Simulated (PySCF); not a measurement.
## Electronic structure of FLaO (charge −1) in real space

The calculation's input:

```
mol = gto.M(atom='''
La     0.04627     0.00000    -0.36610
O      1.79062     0.00000     0.74982
F     -1.93141     0.00000     0.84924''',
    basis={'La': 'lcecp-0-SVP', 'O': 'def2-SVP', 'F': 'def2-SVP'},
    ecp={'La': 'lcecp-0-SVP'},
    charge=-1, spin=0)
mf = dft.RKS(mol, xc='PBE0')
mf.grids.atom_grid = (75, 302)  # f atoms: at least (60, 302), unpruned
mf = mf.density_fit()  # La AutoAux, O def2-universal-JKFIT, F def2-universal-JKFIT
mf.conv_tol = 1e-09; mf.max_cycle = 55
mf.kernel(dm0)
```

Run with:

```sh
OMP_NUM_THREADS=2 python run.py
```

Core potentials replace the inner electrons of La; the highest occupied orbital lies above zero, a sign that basis and functional describe the outermost electron poorly.

The calculation used RKS PBE0, La lcecp-0-SVP with ECP47, O def2-SVP, F def2-SVP; non-relativistic Hamiltonian with scalar-relativistic core potentials where named; density fitting (PySCF 2.14.0).

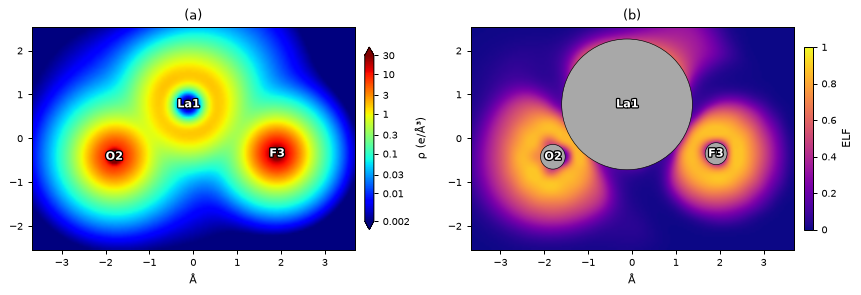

Figure 1. (a) electron density; (b) ELF on the molecular plane. Grey discs cover the atomic cores in the ELF map.

Q: Read the bonding off the picture.

A: The section cuts through La, O and F sites. La–O (2.07 Å): ρ at the midpoint is about 0.84 e/Å³; the ELF peaks at about 0.85 in the valence shell of O, 0.5 Å from its nucleus, and drops to about 0.30 between the two atoms (an ionic contact with no shared pair). La–F (2.32 Å): ρ at the midpoint is about 0.48 e/Å³, with its minimum of 0.41 e/Å³ about 1.3 Å from La; the ELF is about 0.25 at the midpoint and 0.15 at its lowest between the atoms; an ionic contact with no shared pair.

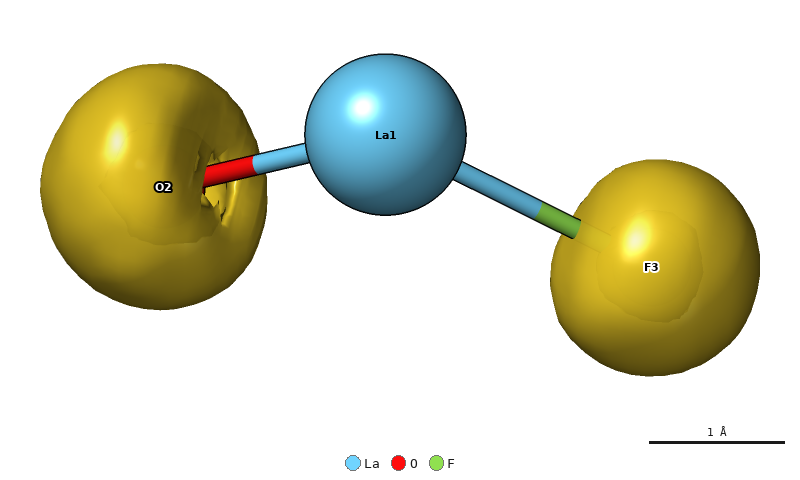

Figure 2. Isosurface of the ELF at 0.75 (yellow), seen at an oblique angle. Only the valence region is drawn (cores and ρ < 0.01 e/Å³ removed).

Q: Identify the bonds, lone pairs and shells in this picture.

A: The ELF exceeds this value in one region wrapped around F (its valence shell) and one region wrapped around O (its valence shell).

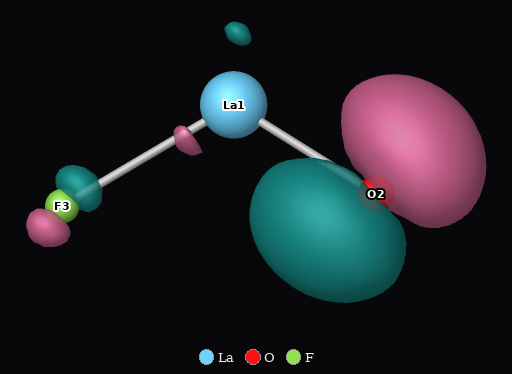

Figure 3. The HOMO−1 at ±0.15 Å⁻³ᐟ² (teal and pink are the two phases), seen at a tilt.

Q: Describe this orbital and give its energy.

A: By Hirshfeld shares it lies mainly on O2 (about 80 %) and La1 (about 20 %); it is symmetric in the molecular plane (an in-plane orbital: σ, lone-pair or in-plane π type). Its energy is −0.06 eV.
